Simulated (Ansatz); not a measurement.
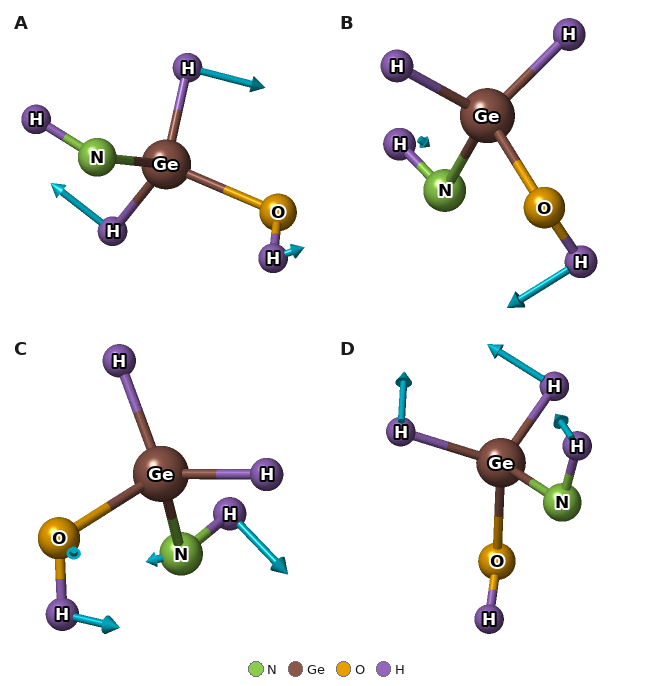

4 normal modes of one molecule or complex, as arrows. Charge 0, doublet. Harmonic vibrations computed with UKS PBE0-D4/def2-TZVP (Ansatz 0.2.0) at a stationary point of the same level.

Question: Match the panels to the wavenumbers 116 cm⁻¹, 268 cm⁻¹, 643 cm⁻¹, 844 cm⁻¹.

Answer: A: 643 cm⁻¹, H–Ge–O bending
B: 116 cm⁻¹, a torsion or out-of-plane motion in which bond lengths and bond angles hardly change
C: 268 cm⁻¹
D: 844 cm⁻¹, H–Ge–H bending
